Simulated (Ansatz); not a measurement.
# How fast states decay through CsK2BiF6, part 2 of 3

Wanted: the relaxed cell of CsK2BiF6, its band edges and its decay constants. It is built by putting Bi for As, Cs for Li in the K2LiAsF6 structure of space group Fm-3m, with the volume rescaled by atomic radii. The parent structure comes from the Materials Project.

Ansatz 0.2.0; r2SCAN DFT, plane waves, PAW files (the session's first sound run).

So far. Step 2 (Cell and atoms at rest): The largest force component on a free atom ends at 1.2e-6 eV/Å.

The structure was built from a prototype and need not be the compound's stable phase.

## (3) Band edges

The energy window and the wavevectors of the next steps follow from the band edges, so these are searched first, off the mesh as well.

Input file input.yaml:

```yaml
crystal:
  lattice:
    - [0.0, 5.013157296, 5.013157296]
    - [5.013157296, 0.0, 5.013157296]
    - [5.013157296, 5.013157296, 0.0]
  atoms:
    - { symbol: K, position: [0.75, 0.75, 0.75] }
    - { symbol: K, position: [0.25, 0.25, 0.25] }
    - { symbol: Cs, position: [0.5, 0.5, 0.5] }
    - { symbol: Bi, position: [0.0, 0.0, 0.0] }
    - { symbol: F, position: [0.7759821585, 0.2240178415, 0.2240178415] }
    - { symbol: F, position: [0.2240178415, 0.2240178415, 0.7759821585] }
    - { symbol: F, position: [0.2240178415, 0.7759821585, 0.7759821585] }
    - { symbol: F, position: [0.2240178415, 0.7759821585, 0.2240178415] }
    - { symbol: F, position: [0.7759821585, 0.2240178415, 0.7759821585] }
    - { symbol: F, position: [0.7759821585, 0.7759821585, 0.2240178415] }
kpoints:
  mp_grid: { grid: [4, 4, 4] }
  band_path: { path: [VBM, CBM], npoints: 30 }
scf:
  occupations: { method: fixed }
hamiltonian:
  xc: r2scan
output:
  eigenvalues: true
  write_potential: true
  write_density: true
  volumetric_format: npy
```

On the command line:

```sh
ansatz run input.yaml --threads 2 --pin off --max-ram 4096MiB --backend cpu --events-out ev --progress --plain --runs-dir out
```

Numbers of over 12 decimals in the logs are rounded to 6 here.

What it wrote:

```text
[...]
Crystal: 10 atoms, lattice volume = 251.979 Å³
Basis set: ecut = 500 eV, 6375 PW (Γ), exchange–correlation on 216×216×216 points (64 copies of the dense FFT grid, shifted against one another)
Bands: 52, of which v1, the nominal top of the filled ones, is band 42 counted from 1 (41 counted from 0)
Symmetry: 48 space group operations
[...]
k-points: 8 of 64
[...]
SCF iter   1: F=—  HF=-26049.447180 eV  |F-HF|=—  |Δ(HF+E_count)|=         —  Δρ=7.37e-3  dr2=1.35e-1  dr2_τ=1.77e-1  ethr=1.77e-3  ⟨swp⟩=5.4  Hψ=1380  notcnv=0  defer=51
[...]
SCF iter   7: F=-26049.637005 eV  HF=-26049.637005 eV  |F-HF|=7.80e-9  |Δ(HF+E_count)|=   1.80e-7  Δρ=1.55e-6  dr2=5.23e-9  dr2_τ=9.74e-10  ethr=1.19e-10  ⟨swp⟩=16.1  Hψ=2076  notcnv=0
SCF 1 converged in 7 iterations: F = -26049.637005 eV  dr2 = 5.23e-9
[...]
NSCF: frozen V_eff on 16 k-points
[...]
SCF converged after 7 iterations
Free energy (F): -26049.637005 eV
[...]
Internal energy: -26049.637005 eV  (E = F + TS)
E sigma→0 (E₀):  -26049.637005 eV
Fermi energy:    2.112353 eV
[...]
--- Band table (eV; the first three rows and the last of 8) ---
  k-point 0: bands = [... 38 lower, -0.3393, -0.3393, -0.3393, 1.6668, 6.2995, 8.0122, 8.0122, 8.0122, ... 6 higher]
  k-point 1: bands = [... 38 lower, -0.3634, -0.3170, -0.3170, 1.9008, 6.4871, 7.9285, 7.9285, 8.0126, ... 6 higher]
  k-point 2: bands = [... 38 lower, -0.3931, -0.1659, -0.1659, 2.1124, 6.8000, 7.6905, 7.8638, 7.8638, ... 6 higher]
  k-point 7: bands = [... 38 lower, -0.4200, -0.3623, -0.3623, 1.8234, 7.4074, 7.4074, 7.6704, 8.8384, ... 6 higher]
```

The job ended after 22 s (2 threads of AMD EPYC 7B13 (Zen 3), shared host; peak memory 1.2 GiB).

In the SCF lines HF is the Harris–Foulkes energy and dr2 the Hartree energy of the density residual, in eV; the loop may stop once dr2 is under the threshold and the program's other checks hold. Hψ counts applications of the Hamiltonian.

This step gave:

```yaml
fermi_energy: 2.112 eV
gap_on_the_k_mesh: 4.187 eV
gap_on_path: 4.187 eV, by band count; negative where bands overlap
direct_gap_on_path: 4.586 eV
edge_places_on_path: 0, 0.5427 1/A along the path
```

Electronic bands along the path, in eV, zero at the Fermi level (highest filled level under fixed occupations); v1 is the highest filled band, c1 the lowest empty one:

| point | v4 | v3 | v2 | v1 | c1 | c2 | c3 | c4 |
| --- | --- | --- | --- | --- | --- | --- | --- | --- |
| VBM | -2.51 | -2.28 | -2.28 | 0.00 | 4.69 | 5.58 | 5.75 | 5.75 |
| CBM | -2.45 | -2.45 | -2.45 | -0.45 | 4.19 | 5.90 | 5.90 | 5.90 |

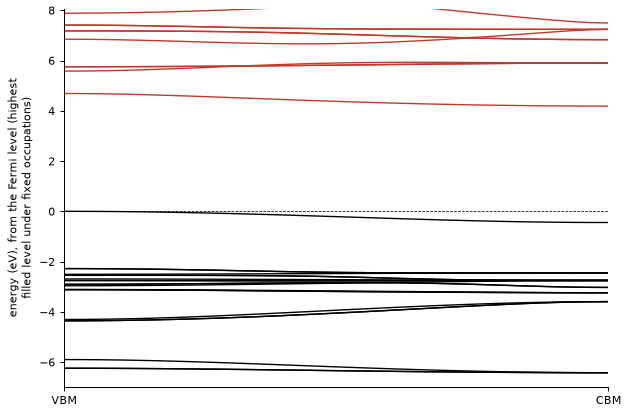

Electronic bands along the path; lines of filled and empty bands in two colours.

The searched edges give 4.19 eV, as on the mesh.

## (4) Decaying states in the gap

This step: r2SCAN DFT, plane waves, PAW files; complex bands by layer matching along the plane's normal (Ansatz 0.2.0).

The same crystal is laid in a cell whose first two vectors span the (001) plane (indices of the standard conventional cell, whose axes can be ordered otherwise than in the bulk input). At fixed energy and wavevector in the plane the solver finds all kz, real and complex. A few wavevectors are listed, (0, 0) and (-0.5, 0) in units of the plane's reciprocal vectors; the slowest state needn't be among them.

Input file input.yaml:

```yaml
crystal:
  lattice:
    - [7.089675038, 0.0, 0.0]
    - [0.0, 7.089675038, 0.0]
    - [3.544837519, 3.544837519, 5.013157296]
  atoms:
    - { symbol: K, position: [0.75, 0.25, 0.5] }
    - { symbol: K, position: [0.25, 0.75, 0.5] }
    - { symbol: Cs, position: [0.5, 0.5, 0.0] }
    - { symbol: Bi, position: [0.0, 0.0, 0.0] }
    - { symbol: F, position: [0.2240178415, 0.7759821585, 0.0] }
    - { symbol: F, position: [0.7759821585, 0.7759821585, 0.448035683] }
    - { symbol: F, position: [0.7759821585, 0.2240178415, 0.0] }
    - { symbol: F, position: [0.2240178415, 0.2240178415, 0.0] }
    - { symbol: F, position: [0.7759821585, 0.7759821585, 0.0] }
    - { symbol: F, position: [0.2240178415, 0.2240178415, 0.551964317] }
kpoints:
  mp_grid: { grid: [6, 6, 6] }
scf:
  occupations: { method: fixed }
hamiltonian:
  xc: r2scan
output:
  eigenvalues: true
  transmission:
    leads: [[0, 0]]
    kpoints: [[0.0, 0.0], [-0.5, 0.0]]
    e_range: [-1.0, 5.19]
    de: 0.12
```

What it wrote:

```text
[...]
Crystal: 10 atoms, lattice volume = 251.979 Å³
Basis set: ecut = 500 eV, 6375 PW (Γ), exchange–correlation on 216×216×216 points (64 copies of the dense FFT grid, shifted against one another)
Bands: 52, of which v1, the nominal top of the filled ones, is band 42 counted from 1 (41 counted from 0)
Symmetry: 48 space group operations
[...]
k-points: 16 of 216
[...]
SCF iter   1: F=—  HF=-26049.447189 eV  |F-HF|=—  |Δ(HF+E_count)|=         —  Δρ=7.37e-3  dr2=1.35e-1  dr2_τ=1.77e-1  ethr=1.77e-3  ⟨swp⟩=5.4  Hψ=2759  notcnv=0  defer=106
[...]
SCF iter   7: F=-26049.637036 eV  HF=-26049.637036 eV  |F-HF|=9.02e-9  |Δ(HF+E_count)|=   1.89e-7  Δρ=1.66e-6  dr2=5.99e-9  dr2_τ=1.02e-9  ethr=1.19e-10  ⟨swp⟩=16.5  Hψ=4223  notcnv=0
SCF 1 converged in 7 iterations: F = -26049.637036 eV  dr2 = 5.99e-9
[...]
transmission: 9 of 18 steps passed
transmission: 18 of 18 steps passed
SCF converged after 7 iterations
Free energy (F): -26049.637036 eV
[...]
Internal energy: -26049.637036 eV  (E = F + TS)
E sigma→0 (E₀):  -26049.637036 eV
Fermi energy:    2.112354 eV
[...]
--- Band table (eV; the first three rows and the last of 16) ---
  k-point 0: bands = [... 38 lower, -0.3393, -0.3393, -0.3393, 1.6668, 6.2995, 8.0122, 8.0122, 8.0122, ... 6 higher]
  k-point 1: bands = [... 38 lower, -0.3527, -0.3527, -0.3402, 1.7929, 6.4120, 8.0099, 8.0165, 8.0165, ... 6 higher]
  k-point 2: bands = [... 38 lower, -0.4081, -0.3913, -0.3420, 1.7855, 6.7642, 8.0280, 8.0280, 8.3094, ... 6 higher]
  k-point 15: bands = [... 38 lower, -0.4341, -0.3337, -0.2715, 1.8977, 7.1690, 7.4367, 7.8186, 8.5563, ... 6 higher]
--- Transmission ---
  basis      : 517 plane waves across, 9 finite elements along
  points     : 2, as listed
  energies   : 52 from -1.000000 to 5.120000 eV about the Fermi level, 0.120000 eV apart; the leads are filled to 2.093554 eV, and channels, transmission and decay are at 2.120000 eV
  crystal 0  : Cs1Bi1F6K2, at the sites [0, 0], period 5.0132 Å: whole cells are its period
    offset         : up to 0.0000 Å between an atom of the period and one for which it stands
    channels       : 0.000000e0 a spin
    conductance    : none, the energies end too early or step too widely for 300 K: set another output.transmission.e_range or a lower de, or, where they end at an eighth of basis.ecutwfc, a higher one
    slowest decay  : 0.3634 /Å at (0.0000, 0.0000)
```

Wall time 4.4 min (2 threads); peak memory 2.8 GiB.

This step gave:

```yaml
level_to_which_the_leads_are_filled: 2.094 eV from the Fermi level
decay_constant_at_the_filling_level_zone_centre: 0.3634 Å⁻¹
decay_constant_at_the_filling_level_slowest_listed_point: 0.3634 Å⁻¹
```

K parallel (0, 0); values up to 1.5 1/Å, a degenerate pair printed once or twice; energies at which all values exceed this have no row. Im kz of the slowest decaying states against energy, zero at the highest filled level on the SCF mesh:

| energy (eV) | decay 1 (Å⁻¹) | decay 2 (Å⁻¹) | decay 3 (Å⁻¹) | decay 4 (Å⁻¹) |
| --- | --- | --- | --- | --- |
| -1.00 | 0.262 | 0.281 | 0.796 | 0.896 |
| -0.04 | 0.196 | 0.788 | 0.847 | 0.920 |
| 1.04 | 0.332 | 0.711 | 0.860 | 0.909 |
| 2.00 | 0.362 | 0.625 | 0.849 | 0.877 |
| 2.96 | 0.357 | 0.508 | 0.821 | 0.826 |
| 4.04 | 0.225 | 0.308 | 0.702 | 0.744 |
| 5.00 | 0.0366 | 0.288 | 0.514 | 0.640 |

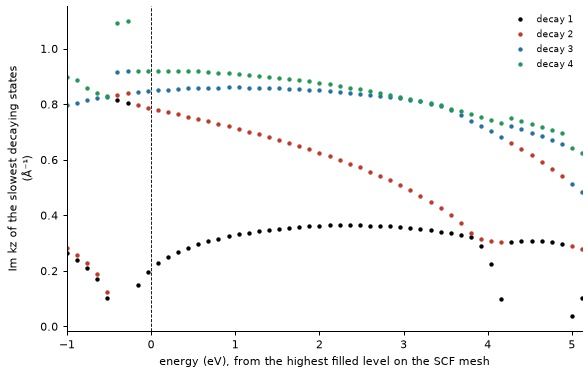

Im kz of the slowest decaying states, plotted against energy.

K parallel (-0.5, 0); values up to 1.5 1/Å, a degenerate pair printed once or twice; energies at which all values exceed this have no row. The Im kz of the slowest decaying states by energy, zero at the highest filled level on the SCF mesh:

| energy (eV) | decay 1 (Å⁻¹) | decay 2 (Å⁻¹) | decay 3 (Å⁻¹) | decay 4 (Å⁻¹) |
| --- | --- | --- | --- | --- |
| -1.00 | 0.407 | 0.754 | 0.771 | 1.17 |
| -0.04 | 0.833 | 0.844 | 0.980 | 1.13 |
| 1.04 | 0.325 | 0.853 | 0.869 | 0.872 |
| 2.00 | 0.364 | 0.767 | 0.845 | 0.871 |
| 2.96 | 0.364 | 0.647 | 0.820 | 0.856 |
| 4.04 | 0.312 | 0.457 | 0.771 | 0.826 |
| 5.00 | 0.227 | 0.702 | 0.704 | 0.759 |

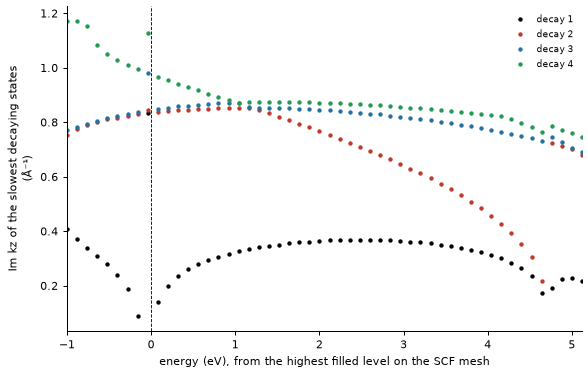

Im kz of the slowest decaying states against energy.

At the listed wavevectors the last open channel is at -0.04 eV and the next at +4.28 eV on the grid. At +2.12 eV, the grid energy nearest the filling level (the middle of the gap on the SCF mesh), the slowest state at the listed wavevectors decays with κ = 0.363 Å⁻¹, its amplitude falling by e over 2.8 Å. Through 1 nm of this crystal that state's transmission falls by exp(−2 × 0.363 Å⁻¹ × 10 Å) = 7.0e-4.

## (5) Decay over the two-dimensional zone

The listed points could miss the slowest state, so one energy near mid-gap is solved on a mesh of 6×6.

Changes to input.yaml since step 4:

```diff
@@ -24,6 +24,2 @@
   eigenvalues: true
-  transmission:
-    leads: [[0, 0]]
-    kpoints: [[0.0, 0.0], [-0.5, 0.0]]
-    e_range: [-1.0, 5.19]
-    de: 0.12
+  transmission: { leads: [[0, 0]], kmesh: [6, 6], e_range: [2.09, 2.1], de: 0.05 }
```

What it wrote:

```text
[...]
Crystal: 10 atoms, lattice volume = 251.979 Å³
Basis set: ecut = 500 eV, 6375 PW (Γ), exchange–correlation on 216×216×216 points (64 copies of the dense FFT grid, shifted against one another)
Bands: 52, of which v1, the nominal top of the filled ones, is band 42 counted from 1 (41 counted from 0)
Symmetry: 48 space group operations
[...]
k-points: 16 of 216
[...]
SCF iter   1: F=—  HF=-26049.447189 eV  |F-HF|=—  |Δ(HF+E_count)|=         —  Δρ=7.37e-3  dr2=1.35e-1  dr2_τ=1.77e-1  ethr=1.77e-3  ⟨swp⟩=5.4  Hψ=2759  notcnv=0  defer=106
[...]
SCF iter   7: F=-26049.637036 eV  HF=-26049.637036 eV  |F-HF|=9.02e-9  |Δ(HF+E_count)|=   1.89e-7  Δρ=1.66e-6  dr2=5.99e-9  dr2_τ=1.02e-9  ethr=1.19e-10  ⟨swp⟩=16.5  Hψ=4223  notcnv=0
SCF 1 converged in 7 iterations: F = -26049.637036 eV  dr2 = 5.99e-9
[...]
transmission: 24 of 80 steps passed
transmission: 48 of 80 steps passed
transmission: 72 of 80 steps passed
transmission: 80 of 80 steps passed
SCF converged after 7 iterations
Free energy (F): -26049.637036 eV
[...]
Internal energy: -26049.637036 eV  (E = F + TS)
E sigma→0 (E₀):  -26049.637036 eV
Fermi energy:    2.112354 eV
[...]
--- Band table (eV; the first three rows and the last of 16) ---
  k-point 0: bands = [... 38 lower, -0.3393, -0.3393, -0.3393, 1.6668, 6.2995, 8.0122, 8.0122, 8.0122, ... 6 higher]
  k-point 1: bands = [... 38 lower, -0.3527, -0.3527, -0.3402, 1.7929, 6.4120, 8.0099, 8.0165, 8.0165, ... 6 higher]
  k-point 2: bands = [... 38 lower, -0.4081, -0.3913, -0.3420, 1.7855, 6.7642, 8.0280, 8.0280, 8.3094, ... 6 higher]
  k-point 15: bands = [... 38 lower, -0.4341, -0.3337, -0.2715, 1.8977, 7.1690, 7.4367, 7.8186, 8.5563, ... 6 higher]
--- Transmission ---
  basis      : 517 plane waves across, 8 finite elements along
  points     : 10, standing for a mesh of 6 x 6
  energies   : 1 from 2.090000 to 2.090000 eV about the Fermi level; the leads are filled to 2.093554 eV, and channels, transmission and decay are at 2.090000 eV
[...]
channels       : 0.000000e0 a spin
    conductance    : none, crystal 0 has no channel at the energies, or these end too early or step too widely for 300 K: set another output.transmission.e_range or a lower de, or, where they end at an eighth of basis.ecutwfc, a higher one
    slowest decay  : 0.3631 /Å at (0.0000, 0.0000)
```

Elapsed: 2.1 min, on 2 threads; peak memory 3 GiB; 4 min of CPU time.

This step gave:

```yaml
least_decay_constant_on_the_mesh: 0.3631 Å⁻¹
```

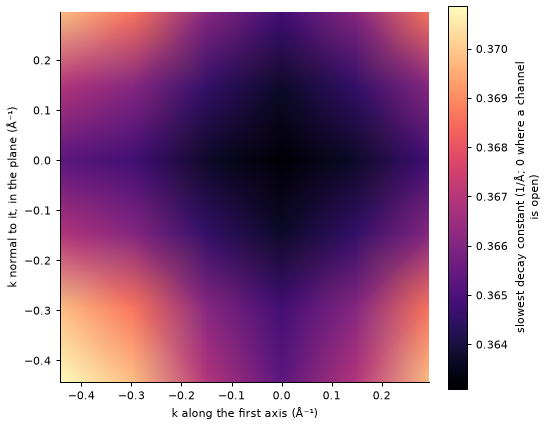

Slowest decay constant (1/Å; 0 where a channel is open) over k1 and k2. At 2.0900 eV from the Fermi level.

The least value on the mesh is 0.363 Å⁻¹ at +2.09 eV. At that energy the listed points give about 0.363 Å⁻¹ by interpolation, so the mesh holds no clearly slower state.

## (6) Band edges at another level, cutoff 420 eV

This step: LDA DFT, plane waves, PAW files (Ansatz 0.2.0).

The edges again with LDA, at the same atoms. Against that run the cutoff is 420 eV against 500.

Input file input.yaml:

```yaml
crystal:
  lattice:
    - [0.0, 5.013157296, 5.013157296]
    - [5.013157296, 0.0, 5.013157296]
    - [5.013157296, 5.013157296, 0.0]
  atoms:
    - { symbol: K, position: [0.75, 0.75, 0.75] }
    - { symbol: K, position: [0.25, 0.25, 0.25] }
    - { symbol: Cs, position: [0.5, 0.5, 0.5] }
    - { symbol: Bi, position: [0.0, 0.0, 0.0] }
    - { symbol: F, position: [0.7759821585, 0.2240178415, 0.2240178415] }
    - { symbol: F, position: [0.2240178415, 0.2240178415, 0.7759821585] }
    - { symbol: F, position: [0.2240178415, 0.7759821585, 0.7759821585] }
    - { symbol: F, position: [0.2240178415, 0.7759821585, 0.2240178415] }
    - { symbol: F, position: [0.7759821585, 0.2240178415, 0.7759821585] }
    - { symbol: F, position: [0.7759821585, 0.7759821585, 0.2240178415] }
kpoints:
  mp_grid: { grid: [4, 4, 4] }
  band_path: { path: [VBM, CBM], npoints: 30 }
scf:
  occupations: { method: fixed }
hamiltonian:
  xc: lda
output:
  eigenvalues: true
```

What it wrote:

```text
[...]
Crystal: 10 atoms, lattice volume = 251.979 Å³
Basis set: ecut = 420 eV, 4957 PW (Γ)
Bands: 52, of which v1, the nominal top of the filled ones, is band 42 counted from 1 (41 counted from 0)
Symmetry: 48 space group operations
[...]
k-points: 8 of 64
[...]
SCF iter   1: F=—  HF=-25353.599823 eV  |F-HF|=—  |Δ(HF+E_count)|=         —  Δρ=1.35e-2  dr2=3.57e-1  ethr=1.77e-3  ⟨swp⟩=5.6  Hψ=1398  notcnv=0  defer=44
[...]
SCF iter   7: F=-25353.506468 eV  HF=-25353.506468 eV  |F-HF|=2.11e-10  |Δ(HF+E_count)|=   2.95e-8  Δρ=2.40e-6  dr2=1.24e-8  ethr=1.19e-10  ⟨swp⟩=15.1  Hψ=1849  notcnv=0
SCF 1 converged in 7 iterations: F = -25353.506468 eV  dr2 = 1.24e-8
[...]
SCF converged after 7 iterations
Free energy (F): -25353.506468 eV
[...]
Internal energy: -25353.506468 eV  (E = F + TS)
E sigma→0 (E₀):  -25353.506468 eV
Fermi energy:    1.981496 eV
[...]
--- Band table (eV; the first three rows and the last of 8) ---
  k-point 0: bands = [... 38 lower, -0.2121, -0.2121, -0.2121, 1.4658, 5.4319, 7.2258, 7.2258, 7.2258, ... 6 higher]
  k-point 1: bands = [... 38 lower, -0.2373, -0.1991, -0.1991, 1.7383, 5.6256, 7.1432, 7.1432, 7.1771, ... 6 higher]
  k-point 2: bands = [... 38 lower, -0.2690, -0.0714, -0.0714, 1.9815, 5.9569, 6.7861, 7.0772, 7.0772, ... 6 higher]
  k-point 7: bands = [... 38 lower, -0.3409, -0.2421, -0.2421, 1.6743, 6.5861, 6.5861, 6.8576, 8.0074, ... 6 higher]
```

Run time: 12 s. Hardware: 2 threads; peak memory 0.62 GiB.

This step gave:

- free energy: -25353.5065 eV
- Fermi energy: 1.981 eV
- gap on the k-mesh: 3.450 eV
- gap on path: 3.450 eV, by band count; negative where bands overlap
- direct gap on path: 3.886 eV

Electronic bands along the path, in eV, zero at the Fermi level (highest filled level under fixed occupations); v1 is the highest filled band, c1 the lowest empty one:

| point | v4 | v3 | v2 | v1 | c1 | c2 | c3 | c4 |
| --- | --- | --- | --- | --- | --- | --- | --- | --- |
| VBM | -2.25 | -2.05 | -2.05 | 0.00 | 3.98 | 4.80 | 5.10 | 5.10 |
| CBM | -2.19 | -2.19 | -2.19 | -0.52 | 3.45 | 5.24 | 5.24 | 5.24 |

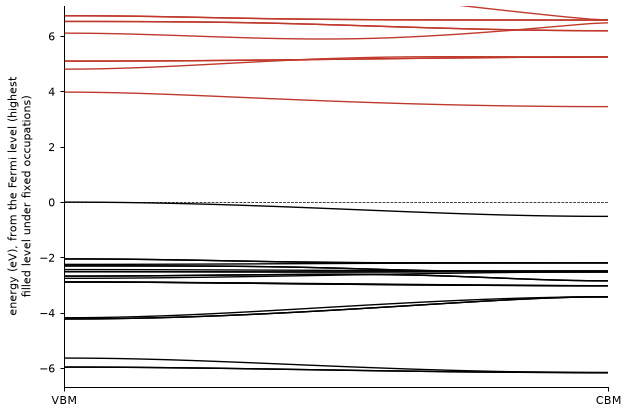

Electronic bands along the path; lines of filled and empty bands in two colours.

The searched edges give 3.45 eV, as on the mesh.

For the gap on path, step 3 gave 4.19 eV; this run, with LDA and cutoff 420 eV, gives 3.45 eV.

(Part 2 of 3 ends here.)

[Logs are printed without paths, hosts, clocks, repeated set-up lines and the standing remarks that a program may print on its own settings, such as how far it seeks lower states.]

[Hosts, paths, dates, database ids (printed as entryN), source tags and the programs' standing remarks are cut or masked in the printed files.]
